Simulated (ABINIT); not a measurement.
# A GW chain in ABINIT: MgO (Fm-3m)

Wanted: ground state, empty states, screening and self-energy for MgO (Fm-3m).

Method: PBEsol and many-body steps on it, plane waves, in ABINIT 10.8.3.

**What was measured.**

- Gap 7.83 eV: literature experimental gap; bulk crystal (quoted in “Electronic structure of alkaline earth and post-transition metal oxides”, 2009, arxiv:0908.1581).

## (1) Set-up

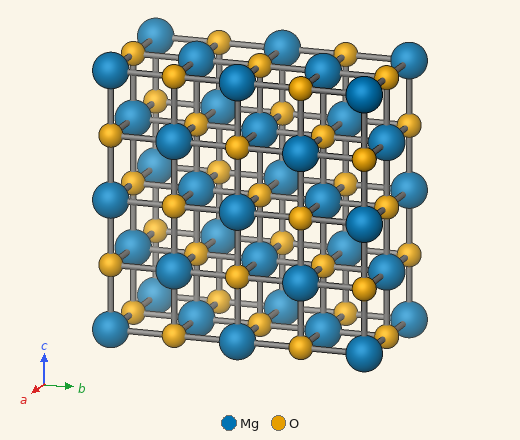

The cell as given, slightly off an axis (magnesium blue, oxygen orange). 1×2×2 cells are drawn. This picture shows the conventional cell, with its axes. Some periodic images of atoms are drawn too.

The cell and positions are those that the Materials Project relaxed with its own functionals (PBE, PBE+U or r2SCAN), kept fixed.

## (2) Ground state

This step: ABINIT 10.8.3; DFT, PBEsol, plane waves, norm-conserving pseudopotentials.

The ground-state density comes first.

run.abi

```
acell 3*1.0 Angstrom
rprim 
  -0.000000000000 2.097001392700 2.097001392700
  2.097001392700 -0.000000000000 2.097001392700
  2.097001392700 2.097001392700 -0.000000000000
ntypat 2
znucl 12 8
natom 2
typat 1 2
xred 
  0.000000000000 0.000000000000 0.000000000000
  0.500000000000 0.500000000000 0.500000000000
pp_dirpath "pseudos"
pseudos "Mg.upf, O.upf"
ecut 38
ngkpt 8 8 8
nshiftk 1
shiftk 0 0 0
kptopt 1
chksymbreak 0
nband 13
occopt 1
tolvrs 1e-10
nstep 60
prtwf 0
optforces 0
optstress 0
indata_prefix "in"
outdata_prefix "out"
tmpdata_prefix "tmp"
```

The run is started by

```bash
> OMP_NUM_THREADS=1 mpirun -n 4 abinit run.abi > log
```

Numbers of over 12 decimals in the logs are rounded to 6 here.

The program printed:

```text
.Version 10.8.3 of ABINIT. v10.8.2 released Aug 2026.

 Symmetries : space group Fm -3 m (#225); Bravais cF (face-center cubic)
================================================================================
 Values of the parameters that define the memory need of the present run
     intxc =       0    ionmov =       0      iscf =       7    lmnmax =       5
     lnmax =       5     mgfft =      32  mpssoang =       3    mqgrid =    3001
     natom =       2  nloc_mem =       1    nspden =       1   nspinor =       1
    nsppol =       1      nsym =      48    n1xccc =    2501    ntypat =       2
    occopt =       1   xclevel =       2
-    mband =          13        mffmem =           1         mkmem =           8
       mpw =        1410          nfft =       32768          nkpt =          29
================================================================================
  Rough estimation (10% accuracy) of disk space for files :
================================================================================

--------------------------------------------------------------------------------
------------- Echo of variables that govern the present computation ------------
--------------------------------------------------------------------------------
 -outvars: echo values of preprocessed input variables --------
            acell      1.8897261259E+00  1.8897261259E+00  1.8897261259E+00 Bohr

      chksymbreak           0
             ecut      3.80000000E+01 Hartree
-          fftalg         312

              ixc     -116133
              kpt      0.00000000E+00  0.00000000E+00  0.00000000E+00
                       1.25000000E-01  0.00000000E+00  0.00000000E+00
                       2.50000000E-01  0.00000000E+00  0.00000000E+00
                       3.75000000E-01  0.00000000E+00  0.00000000E+00
                       5.00000000E-01  0.00000000E+00  0.00000000E+00
                       1.25000000E-01  1.25000000E-01  0.00000000E+00
                       2.50000000E-01  1.25000000E-01  0.00000000E+00
                       3.75000000E-01  1.25000000E-01  0.00000000E+00
                       5.00000000E-01  1.25000000E-01  0.00000000E+00
   [... 18 further rows ...]
                      -3.75000000E-01  5.00000000E-01  1.25000000E-01
                      -2.50000000E-01  5.00000000E-01  2.50000000E-01
         kptrlatt        8    0    0      0    8    0      0    0    8
          kptrlen      4.48334925E+01
P           mkmem           8
            natom           2
            nband          13
            ngfft          32      32      32
             nkpt          29
            nstep          60
             nsym          48
           ntypat           2
              occ      2.000000  2.000000  2.000000  2.000000  2.000000  2.000000
                       2.000000  2.000000  0.000000  0.000000  0.000000  0.000000
                       0.000000
        optforces           0
        optstress           0
            prtwf           0
            rprim     -0.0000000000E+00  2.0970013927E+00  2.0970013927E+00
[...]
spgroup         225

           tolvrs      1.00000000E-10

             xred      0.0000000000E+00  0.0000000000E+00  0.0000000000E+00
[...]
znucl       12.00000    8.00000

================================================================================

 chkinp: Checking input parameters for consistency.

================================================================================
== DATASET  1 ==================================================================
-   mpi_nproc: 4, omp_nthreads: 1 (-1 if OMP is not activated)

--- !DatasetInfo
iteration_state: {dtset: 1, }
dimensions: {natom: 2, nkpt: 29, mband: 13, nsppol: 1, nspinor: 1, nspden: 1, mpw: 1410, }
cutoff_energies: {ecut:  38.0, pawecutdg:  -1.0, }
electrons: {nelect:   1.60000000E+01, charge:   0.00000000E+00, occopt:   1.00000000E+00, tsmear:   1.00000000E-02, }

 Real(R)+Recip(G) space primitive vectors, cartesian coordinates (Bohr,Bohr^-1):
 R(1)=  0.0000000  3.9627583  3.9627583  G(1)= -0.1261747  0.1261747  0.1261747
 R(2)=  3.9627583  0.0000000  3.9627583  G(2)=  0.1261747 -0.1261747  0.1261747
 R(3)=  3.9627583  3.9627583  0.0000000  G(3)=  0.1261747  0.1261747 -0.1261747
 Unit cell volume ucvol=  1.2445798E+02 bohr^3
 Angles (23,13,12)=  6.00000000E+01  6.00000000E+01  6.00000000E+01 degrees

 getcut: wavevector=  0.0000  0.0000  0.0000  ngfft=  32  32  32
         ecut(hartree)=     38.000   => boxcut(ratio)=   2.05769

--- Pseudopotential description ------------------------------------------------
- Mg Generated using ONCVPSP code by D. R. Hamann
- 12.00000  10.00000  180301                  znucl, zion, pspdat
12 -116133 1 -1 1510                          pspcod,pspxc,lmax,lloc,mmax
     nproj     2     2     0
  pspatm : epsatm=    9.18226799
         --- l  ekb(1:nproj) -->
[...]
pspatm: atomic psp has been read  and splines computed

- O Generated using ONCVPSP code by D. R. Hamann
-  8.00000   6.00000  180301                  znucl, zion, pspdat
12 -116133 2 -1 936                           pspcod,pspxc,lmax,lloc,mmax
     nproj     2     2     1
  pspatm : epsatm=    6.22910120
         --- l  ekb(1:nproj) -->
[...]
1   -4.739617   -1.153841
             2   -1.335834
 pspatm: atomic psp has been read  and splines computed

   2.46581907E+02                                ecore*ucvol(ha*bohr**3)
--------------------------------------------------------------------------------

_setup2: Arith. and geom. avg. npw (full set) are    1393.920    1393.901

================================================================================

--- !BeginCycle
iteration_state: {dtset: 1, }
solver: {iscf: 7, nstep: 60, nline: 4, wfoptalg: 0, }
tolerances: {tolvrs: 1.00E-10, }

     iter   Etot(hartree)      deltaE(h)  residm     vres2
 ETOT  1  -75.803834601779    -7.580E+01 9.296E-02 3.410E+02
 ETOT  2  -75.815612862661    -1.178E-02 1.649E-03 3.149E+02
 ETOT  3  -75.910890090937    -9.528E-02 3.474E-03 3.205E+00
 ETOT  4  -75.911751125239    -8.610E-04 6.149E-04 3.913E-03
 ETOT  5  -75.911751615337    -4.901E-07 3.041E-04 2.999E-04
 ETOT  6  -75.911751702541    -8.720E-08 1.617E-04 3.741E-05
 ETOT  7  -75.911751710452    -7.910E-09 9.438E-05 6.235E-07
 ETOT  8  -75.911751710577    -1.258E-10 5.685E-05 5.204E-09
 ETOT  9  -75.911751710576     1.833E-12 3.220E-05 1.764E-10
 ETOT 10  -75.911751710576    -6.821E-13 1.957E-05 3.308E-14

 At SCF step   10       vres2   =  3.31E-14 < tolvrs=  1.00E-10 =>converged.

--- !ResultsGS
iteration_state: {dtset: 1, }
comment   : Summary of ground state results
lattice_vectors:
- [ -0.0000000,   3.9627583,   3.9627583, ]
- [  3.9627583,  -0.0000000,   3.9627583, ]
- [  3.9627583,   3.9627583,  -0.0000000, ]
lattice_lengths: [   5.60419,    5.60419,    5.60419, ]
lattice_angles: [ 60.000,  60.000,  60.000, ] # degrees, (23, 13, 12)
lattice_volume:   1.2445798E+02
convergence: {deltae: -6.821E-13, res2:  3.308E-14, residm:  1.957E-05, diffor:  0.000E+00, }
etotal    :  -7.59117517E+01
entropy   :   0.00000000E+00
fermie    :   1.73675135E-01
cartesian_stress_tensor: null
pressure_GPa: null
xred      :
- [  0.0000E+00,   0.0000E+00,   0.0000E+00, Mg]
- [  5.0000E-01,   5.0000E-01,   5.0000E-01,  O]
cartesian_forces: null
force_length_stats: {min: null, max: null, mean: null, }

 Integrated electronic density in atomic spheres:
 ------------------------------------------------
 Atom  Sphere_radius  Integrated_density
    1        2.00000          8.41058677
    2        2.00000          6.29623274
================================================================================

 ----iterations are completed or convergence reached----

 Mean square residual over all n,k,spin=   64.672E-09; max=  19.568E-06
 reduced coordinates (array xred) for    2 atoms
       0.000000000000      0.000000000000      0.000000000000
       0.500000000000      0.500000000000      0.500000000000
 rms dE/dt=  0.0000E+00; max dE/dt=  0.0000E+00; dE/dt below (all hartree)
    1       0.000000000000      0.000000000000      0.000000000000
    2       0.000000000000      0.000000000000      0.000000000000

 cartesian coordinates (angstrom) at end:
    1      0.000000     0.000000     0.000000
    2      2.097001     2.097001     2.097001
 length scales=  1.889726125908  1.889726125908  1.889726125908 bohr
              =  1.000000000000  1.000000000000  1.000000000000 angstroms
 prteigrs : about to open file out_EIG
 Fermi (or HOMO) energy (hartree) =   0.17368   Average Vxc (hartree)=  -0.42978
 Eigenvalues (hartree) for nkpt=  29  k points:
 kpt#   1, nband= 13, wtk=  0.00195, kpt=  0.0000  0.0000  0.0000 (reduced coord)
  -2.46843   -1.25351   -1.25351   -1.25351   -0.45845    0.17368    0.17368    0.17368
   0.34973    0.75657    0.75657    0.75657    0.89385
 prteigrs : prtvol=0 or 1, do not print more k-points.

--- !EnergyTerms
iteration_state     : {dtset: 1, }
comment             : Components of total free energy in Hartree
kinetic             :  4.52256301474319E+01
hartree             :  2.05715932968621E+01
xc                  : -1.20508135700167E+01
Ewald energy        : -4.75873828125848E+01
psp_core            :  1.98124622747515E+00
local_psp           : -6.32531782872593E+01
non_local_psp       : -2.07988467124847E+01
total_energy        : -7.59117517105763E+01
total_energy_eV     : -2.06566399640550E+03
band_energy         : -1.26878452260850E+01

== END DATASET(S) ==============================================================
================================================================================

 -outvars: echo values of variables after computation  --------
           etotal     -7.5911751711E+01
            nband          13
             nkpt          29
          spgroup         225
 [... the other variables as echoed above ...]

 Calculation completed.
```

Run time: 4 s. Hardware: 4 MPI ranks of Arm Neoverse V2, shared host; peak memory 0.26 GiB.

This step gave:

- total energy: -2065.6640 eV
- gap: 4.791 eV
- k of the valence top: 0, 0, 0
- k of the conduction bottom: 0, 0, 0
- least direct gap: 4.791 eV

The gap is direct, at Γ.

## (3) Bands along the symmetry lines

The cheap functional maps the bands first; the places of the edges decide which points the dearer methods must see.

run.abi

```
acell 3*1.0 Angstrom
rprim 
  -0.000000000000 2.097001392700 2.097001392700
  2.097001392700 -0.000000000000 2.097001392700
  2.097001392700 2.097001392700 -0.000000000000
ntypat 2
znucl 12 8
natom 2
typat 1 2
xred 
  0.000000000000 0.000000000000 0.000000000000
  0.500000000000 0.500000000000 0.500000000000
pp_dirpath "pseudos"
pseudos "Mg.upf, O.upf"
ecut 38
iscf -2
irdden 1
kptopt 0
nkpt 50
kpt 
  0.00000000 0.00000000 0.00000000
  0.06250000 0.00000000 0.06250000
  0.12500000 0.00000000 0.12500000
  0.18750000 0.00000000 0.18750000
  0.25000000 0.00000000 0.25000000
  0.31250000 0.00000000 0.31250000
  0.37500000 0.00000000 0.37500000
  0.43750000 0.00000000 0.43750000
  0.50000000 0.00000000 0.50000000
  0.51562500 0.03125000 0.51562500
  0.53125000 0.06250000 0.53125000
  0.54687500 0.09375000 0.54687500
  0.56250000 0.12500000 0.56250000
  0.57812500 0.15625000 0.57812500
  0.59375000 0.18750000 0.59375000
  0.60937500 0.21875000 0.60937500
  0.62500000 0.25000000 0.62500000
  0.37500000 0.37500000 0.75000000
  0.32812500 0.32812500 0.65625000
  0.28125000 0.28125000 0.56250000
  0.23437500 0.23437500 0.46875000
  0.18750000 0.18750000 0.37500000
  0.14062500 0.14062500 0.28125000
  0.09375000 0.09375000 0.18750000
  0.04687500 0.04687500 0.09375000
  0.00000000 0.00000000 0.00000000
  0.06250000 0.06250000 0.06250000
  0.12500000 0.12500000 0.12500000
  0.18750000 0.18750000 0.18750000
  0.25000000 0.25000000 0.25000000
  0.31250000 0.31250000 0.31250000
  0.37500000 0.37500000 0.37500000
  0.43750000 0.43750000 0.43750000
  0.50000000 0.50000000 0.50000000
  0.50000000 0.46875000 0.53125000
  0.50000000 0.43750000 0.56250000
  0.50000000 0.40625000 0.59375000
  0.50000000 0.37500000 0.62500000
  0.50000000 0.34375000 0.65625000
  0.50000000 0.31250000 0.68750000
  0.50000000 0.28125000 0.71875000
  0.50000000 0.25000000 0.75000000
  0.50000000 0.21875000 0.71875000
  0.50000000 0.18750000 0.68750000
  0.50000000 0.15625000 0.65625000
  0.50000000 0.12500000 0.62500000
  0.50000000 0.09375000 0.59375000
  0.50000000 0.06250000 0.56250000
  0.50000000 0.03125000 0.53125000
  0.50000000 0.00000000 0.50000000
istwfk *1
nband 18
nbdbuf 5
tolwfr 1e-07
nstep 50
prtwf 0
prtvol 0
indata_prefix "in"
outdata_prefix "out"
tmpdata_prefix "tmp"
```

The program printed:

```text
.Version 10.8.3 of ABINIT. v10.8.2 released Aug 2026.

 Symmetries : space group Fm -3 m (#225); Bravais cF (face-center cubic)
[... echo of the input left out ...]
== DATASET  1 ==================================================================
-   mpi_nproc: 4, omp_nthreads: 1 (-1 if OMP is not activated)

--- !DatasetInfo
iteration_state: {dtset: 1, }
dimensions: {natom: 2, nkpt: 50, mband: 18, nsppol: 1, nspinor: 1, nspden: 1, mpw: 1411, }
cutoff_energies: {ecut:  38.0, pawecutdg:  -1.0, }
electrons: {nelect:   1.60000000E+01, charge:   0.00000000E+00, occopt:   1.00000000E+00, tsmear:   1.00000000E-02, }

 Real(R)+Recip(G) space primitive vectors, cartesian coordinates (Bohr,Bohr^-1):
 R(1)=  0.0000000  3.9627583  3.9627583  G(1)= -0.1261747  0.1261747  0.1261747
 R(2)=  3.9627583  0.0000000  3.9627583  G(2)=  0.1261747 -0.1261747  0.1261747
 R(3)=  3.9627583  3.9627583  0.0000000  G(3)=  0.1261747  0.1261747 -0.1261747
 Unit cell volume ucvol=  1.2445798E+02 bohr^3
 Angles (23,13,12)=  6.00000000E+01  6.00000000E+01  6.00000000E+01 degrees

 getcut: wavevector=  0.0000  0.0000  0.0000  ngfft=  32  32  32
         ecut(hartree)=     38.000   => boxcut(ratio)=   2.05769

--- Pseudopotential description ------------------------------------------------
- Mg Generated using ONCVPSP code by D. R. Hamann
- 12.00000  10.00000  180301                  znucl, zion, pspdat
12 -116133 1 -1 1510                          pspcod,pspxc,lmax,lloc,mmax
     nproj     2     2     0
  pspatm : epsatm=    9.18226799
         --- l  ekb(1:nproj) -->
             0    2.230603   -0.826587
             1   -6.503151   -2.501445
 pspatm: atomic psp has been read  and splines computed

- O Generated using ONCVPSP code by D. R. Hamann
-  8.00000   6.00000  180301                  znucl, zion, pspdat
12 -116133 2 -1 936                           pspcod,pspxc,lmax,lloc,mmax
     nproj     2     2     1
  pspatm : epsatm=    6.22910120
         --- l  ekb(1:nproj) -->
             0    6.050032    0.820363
[...]
2   -1.335834
 pspatm: atomic psp has been read  and splines computed

--------------------------------------------------------------------------------

================================================================================
 prteigrs : about to open file out_EIG
 Non-SCF case, kpt    1 (  0.00000  0.00000  0.00000), residuals and eigenvalues=
  9.10E-09  2.86E-08  6.62E-08  6.50E-09  9.05E-09  8.03E-08  1.43E-08  5.92E-08
  1.19E-08  7.50E-09  8.63E-09  5.22E-08  2.99E-08  1.40E-08  8.86E-08  4.56E-08
  9.82E-08  3.35E-08
 -2.4684E+00 -1.2535E+00 -1.2535E+00 -1.2535E+00 -4.5845E-01  1.7368E-01
  1.7368E-01  1.7368E-01  3.4973E-01  7.5657E-01  7.5657E-01  7.5657E-01
  8.9385E-01  9.7221E-01  9.7221E-01  1.0716E+00  1.0716E+00  1.0716E+00
 Non-SCF case, kpt    2 (  0.06250  0.00000  0.06250), residuals and eigenvalues=
  9.25E-09  1.46E-08  6.34E-09  6.16E-08  1.66E-08  2.73E-08  8.25E-09  2.89E-08
[...]
3.59E-08  4.37E-08
[...]
Non-SCF case, kpt    3 (  0.12500  0.00000  0.12500), residuals and eigenvalues=
[...]
Non-SCF case, kpt   49 (  0.50000  0.03125  0.53125), residuals and eigenvalues=
[...]
Non-SCF case, kpt   50 (  0.50000  0.00000  0.50000), residuals and eigenvalues=
[...]
1.2333E-01  1.2333E-01  5.0597E-01  5.4259E-01  6.5499E-01  8.7338E-01
  8.7338E-01  1.1193E+00  1.1760E+00  1.3203E+00  1.3203E+00  1.4348E+00

--- !ResultsGS
iteration_state: {dtset: 1, }
comment   : Summary of ground state results
lattice_vectors:
- [ -0.0000000,   3.9627583,   3.9627583, ]
- [  3.9627583,  -0.0000000,   3.9627583, ]
- [  3.9627583,   3.9627583,  -0.0000000, ]
lattice_lengths: [   5.60419,    5.60419,    5.60419, ]
lattice_angles: [ 60.000,  60.000,  60.000, ] # degrees, (23, 13, 12)
lattice_volume:   1.2445798E+02
convergence: {deltae:  0.000E+00, res2:  0.000E+00, residm:  9.973E-08, diffor:  0.000E+00, }
etotal    :  -7.59117517E+01
entropy   :   0.00000000E+00
fermie    :   1.73675135E-01
cartesian_stress_tensor: null
pressure_GPa: null
xred      :
- [  0.0000E+00,   0.0000E+00,   0.0000E+00, Mg]
- [  5.0000E-01,   5.0000E-01,   5.0000E-01,  O]
cartesian_forces: null
force_length_stats: {min: null, max: null, mean: null, }

 Integrated electronic density in atomic spheres:
 ------------------------------------------------
 Atom  Sphere_radius  Integrated_density
[...]
================================================================================

 ----iterations are completed or convergence reached----

 Mean square residual over all n,k,spin=   32.036E-09; max=  99.728E-09
 reduced coordinates (array xred) for    2 atoms
       0.000000000000      0.000000000000      0.000000000000
       0.500000000000      0.500000000000      0.500000000000

 cartesian coordinates (angstrom) at end:
    1      0.000000     0.000000     0.000000
    2      2.097001     2.097001     2.097001
 length scales=  1.889726125908  1.889726125908  1.889726125908 bohr
              =  1.000000000000  1.000000000000  1.000000000000 angstroms
 prteigrs : about to open file out_EIG
 Eigenvalues (hartree) for nkpt=  50  k points:
 kpt#   1, nband= 18, wtk=  1.00000, kpt=  0.0000  0.0000  0.0000 (reduced coord)
[...]
kpt#   2, nband= 18, wtk=  1.00000, kpt=  0.0625  0.0000  0.0625 (reduced coord)
[...]
kpt#   3, nband= 18, wtk=  1.00000, kpt=  0.1250  0.0000  0.1250 (reduced coord)
[...]
kpt#  49, nband= 18, wtk=  1.00000, kpt=  0.5000  0.0313  0.5313 (reduced coord)
[...]
1.32121    1.45433
 kpt#  50, nband= 18, wtk=  1.00000, kpt=  0.5000  0.0000  0.5000 (reduced coord)
  -2.46796   -1.25637   -1.25462   -1.25462   -0.39908    0.02103    0.12333    0.12333
   0.50597    0.54259    0.65499    0.87338    0.87338    1.11929    1.17596    1.32026
   1.32026    1.43479

== END DATASET(S) ==============================================================
================================================================================

 -outvars: echo values of variables after computation  --------
            nband          18
             nkpt          50
          spgroup         225
 [... the other variables as echoed above ...]

 Calculation completed.
```

The job ended after 3.2 s (4 MPI ranks; peak memory 0.25 GiB).

Numbers from this step:

* gap: 4.791 eV
* k of the valence top: 0, 0, 0
* k of the conduction bottom: 0, 0, 0
* least direct gap: 4.791 eV

The gap is 4.791 eV, as in the run before at this level.

Electronic bands along the path, in eV, zero at the top of the highest filled band; v1 is the highest filled band, c1 the lowest empty one:

```
    point      v4     v3     v2     v1     c1     c2     c3     c4
        Γ  -17.20   0.00   0.00   0.00   4.79  15.86  15.86  15.86
        X  -15.59  -4.15  -1.37  -1.37   9.04  10.04  13.10  19.04
        U  -15.56  -3.56  -2.76  -1.16  10.05  11.85  12.52  18.19
jump to K  -15.56  -3.56  -2.76  -1.16  10.05  11.85  12.52  18.19
        Γ  -17.20   0.00   0.00   0.00   4.79  15.86  15.86  15.86
        L  -15.82  -4.71  -0.66  -0.66   7.86  12.65  16.34  16.34
        W  -15.52  -3.01  -3.01  -1.80  11.62  11.62  12.25  15.60
        X  -15.59  -4.15  -1.37  -1.37   9.04  10.04  13.10  19.04
```

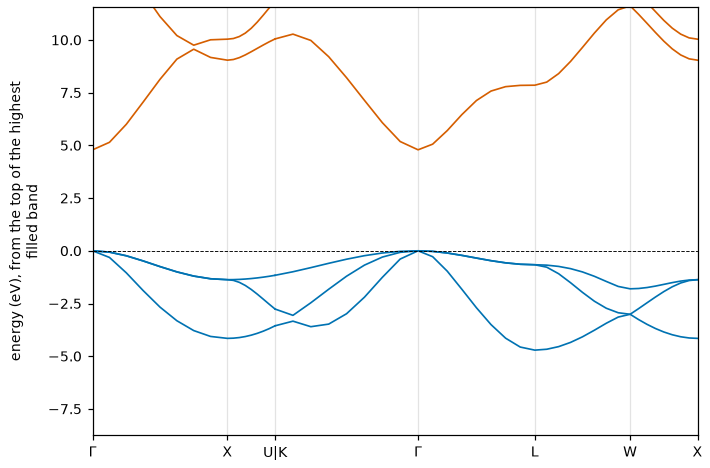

Electronic bands along the path; lines of filled and empty bands in two colours.

(Continued in part 2 of 2.)

[Paths, hosts, dates, memory and timing lines, banners, echoed tables and standing remarks are left out of the program output.]

[Logs are printed without paths, hosts, clocks, repeated set-up lines and the standing remarks that a program may print on its own settings, such as how far it seeks lower states.]

[Runs of the session that timed out or met a known fault of the program may be left out.]

[Hosts, paths, dates, database ids (printed as entryN), source tags and the programs' standing remarks are cut or masked in the printed files.]

[G0W0 gaps are taken among the corrected bands and points alone; a level outside them can change the order at an edge.]

[Where Ansatz stands beside ABINIT at settings called matched, ABINIT's density can come from a denser mesh and the files from another edition; pairs whose starting gaps differed by over 0.03 eV were left out, so agreement reads better than it is.]
